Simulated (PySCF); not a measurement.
# GeHF (SMILES [F][GeH]) at MP2/pcseg-3

Aim: the vertical singlet–triplet gap of GeHF at MP2/pcseg-3, from 2 runs. 

The results are computed with PySCF 2.14.0.

### Step 1. Starting point

GeHF has 3 atoms, charge 0, and is taken as a singlet. SMILES: `[F][GeH]`. The coordinates come from a PBE0-D4/def2-TZVP relaxation.

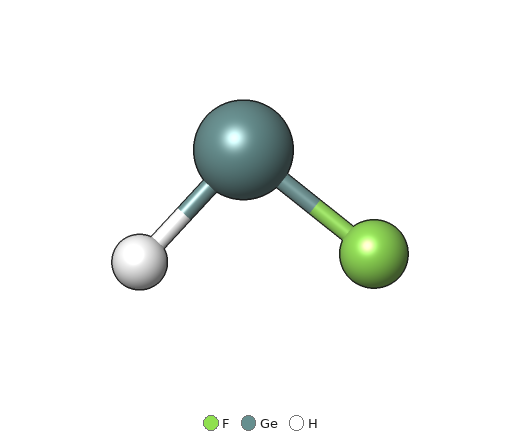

The structure, seen from a chosen angle (fluorine green, germanium teal, hydrogen white).

### Step 2. The energy at MP2/pcseg-3

Input file input.py:

```python
from pyscf import gto, mp

mol = gto.M(
    atom=[
    ('F', (0.672100, 1.012600, 0.469700)),
    ('Ge', (-0.657900, 0.195200, -0.335600)),
    ('H', (-0.025200, -1.272700, -0.147400)),
],
    max_memory=1860,
    verbose=3,
    spin=0,
    basis='pcseg-3',
)

calc0 = mol.RHF()
calc0.conv_tol = 1e-10
calc0.kernel()
if not calc0.converged:
    calc0 = calc0.newton().run(calc0.mo_coeff, calc0.mo_occ)

pt = mp.MP2(calc0, frozen=10).run()
e_tot = pt.e_tot
print('E(%s) = %.9f' % ('MP2', e_tot))
```

Started as:

```bash
$ OMP_NUM_THREADS=1 python input.py
```

The log of the run:

```text
converged SCF energy = -2175.46316846035
E(RMP2) = -2176.03173409442  E_corr = -0.568565634066351
E(SCS-RMP2) = -2176.00722795164  E_corr = -0.544059491289554
E(MP2) = -2176.031734094
```

Run time: 18 s. Hardware: 1 thread of Intel Xeon Platinum 8488C (Sapphire Rapids), shared host; peak memory 0.92 GiB.

### Step 3. The triplet

Input file run.py:

```python
from pyscf import gto, scf, mp

mol = gto.Mole()
mol.atom = '''
F    0.672100   1.012600   0.469700
Ge  -0.657900   0.195200  -0.335600
H   -0.025200  -1.272700  -0.147400
'''
mol.max_memory = 1860
mol.verbose = 4
mol.charge = 0
mol.spin = 2
mol.basis = 'pcseg-3'
mol.build()

mf = scf.UHF(mol)
mf.conv_tol = 1e-10
mf.kernel()
if not mf.converged:
    mf = mf.newton().run(mf.mo_coeff, mf.mo_occ)

pt = mp.MP2(mf, frozen=10).run()
e_final = pt.e_tot
print('E = %.10f Eh' % e_final)
```

Started as:

```bash
$ OMP_NUM_THREADS=1 python run.py
```

The log of the run:

```text
PySCF version 2.14.0

[INPUT] num. atoms = 3
[INPUT] num. electrons = 42
[INPUT] charge = 0
[INPUT] spin (= nelec alpha-beta = 2S) = 2
[INPUT] symmetry False subgroup None
[INPUT] Mole.unit = angstrom
[INPUT] Symbol           X                Y                Z      unit          X                Y                Z       unit  Magmom
[INPUT]  1 F      0.672100000000   1.012600000000   0.469700000000 AA    1.270084928320   1.913536673735   0.887604360708 Bohr   0.0
[INPUT]  2 Ge    -0.657900000000   0.195200000000  -0.335600000000 AA   -1.243250817351   0.368874539515  -0.634192087404 Bohr   0.0
[INPUT]  3 H     -0.025200000000  -1.272700000000  -0.147400000000 AA   -0.047621098339  -2.405054438734  -0.278545630761 Bohr   0.0

nuclear repulsion = 99.212640404302
number of shells = 14
number of NR pGTOs = 289
number of NR cGTOs = 161
basis = pcseg-3
ecp = {}

[... 20 lines left out ...]
WARN: HOMO -0.047016713642158 >= LUMO -0.223264552065515
[... 62 lines left out ...]
converged SCF energy = -2175.41036481408  <S^2> = 2.0155992  2S+1 = 3.0103815
[... 1 line left out ...]
******** <class 'pyscf.mp.ump2.UMP2'> ********
nocc = (np.int64(12), np.int64(10)), nmo = (151, 151)
frozen orbitals 10
E(UMP2) = -2175.95549857899  E_corr = -0.545133764911146
E(SCS-UMP2) = -2175.92541466368  E_corr = -0.515049849607169
E_corr(same-spin) = -0.160512309561007
E_corr(oppo-spin) = -0.384621455350139
E = -2175.9554985790 Eh
```

It took 85 s on 1 thread of Intel Xeon Platinum 8488C (Sapphire Rapids), shared host; peak memory 1.4 GiB.

### Step 4. Summary of results

At MP2/pcseg-3, 10 core orbitals frozen:

| quantity | value |
| --- | --- |
| singlet: total energy | -2176.03173 Eh |
| singlet: dipole moment (Hartree–Fock density) | 2.10 D |
| singlet: HOMO energy (Hartree–Fock orbitals) | -9.85 eV |
| singlet: LUMO energy (Hartree–Fock orbitals) | 0.02 eV |
| singlet: HOMO–LUMO gap (Hartree–Fock orbitals) | 9.87 eV |
| singlet: correlation energy (10 core orbitals frozen) | -568.6 mEh |
| triplet: total energy | -2175.95550 Eh |
| triplet: dipole moment (Hartree–Fock density) | 2.52 D |
| triplet: HOMO energy (Hartree–Fock orbitals) (highest over α and β) | -8.27 eV |
| triplet: LUMO energy (Hartree–Fock orbitals) (lowest over α and β) | -0.97 eV |
| triplet: correlation energy (10 core orbitals frozen) | -545.1 mEh |
| triplet: ⟨S²⟩ of the reference determinant | 2.016 |
| vertical energy of the triplet above the singlet | 2.074 eV |

In words: At this shape the triplet lies 2.07 eV (48 kcal/mol) above the singlet. Mulliken charges (triplet) of the mean-field density run from -0.51 on F1 to +0.54 on Ge2; they depend strongly on the basis.
